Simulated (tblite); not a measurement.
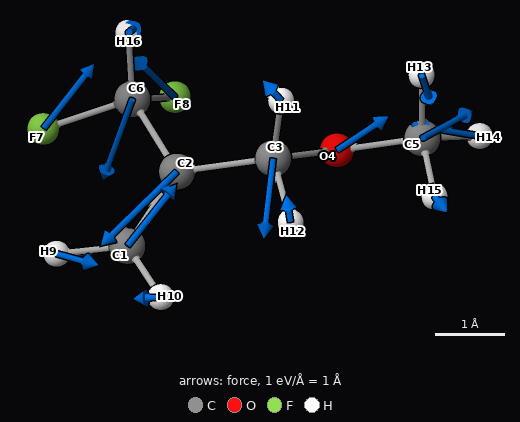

Starting geometry of C5H8F2O with the computed forces as blue arrows. A ball-and-stick model, seen at a tilt.

The calculation used tblite, GFN2-xTB geometry optimisation, gas phase. 

### What follows when this structure is relaxed?

It isn't relaxed: the largest force vector, on C2, is 1.64 eV/Å. The final displacements follow the starting forces only in part (cosine between the two patterns 0.35). F7 moves most after the best rigid fit: 2.12 Å. Largest moves by element: F 2.12 Å, H 1.89 Å, C 0.24 Å, O 0.20 Å. Some distances before and after: C5–H14 1.128 → 1.088 Å, C6–F7 1.394 → 1.363 Å, C6–F8 1.384 → 1.352 Å, C1–C2 1.349 → 1.321 Å. Among the angles between lasting bonds that change: C3–O4–C5 104.9° → 112.9°, F8–C6–H16 115.1° → 108.4°, C3–C2–C6 119.4° → 113.0°. Groups turn about C2–C6 by about 110°. Over 160 geometry steps the energy falls by 12.3 kcal/mol.
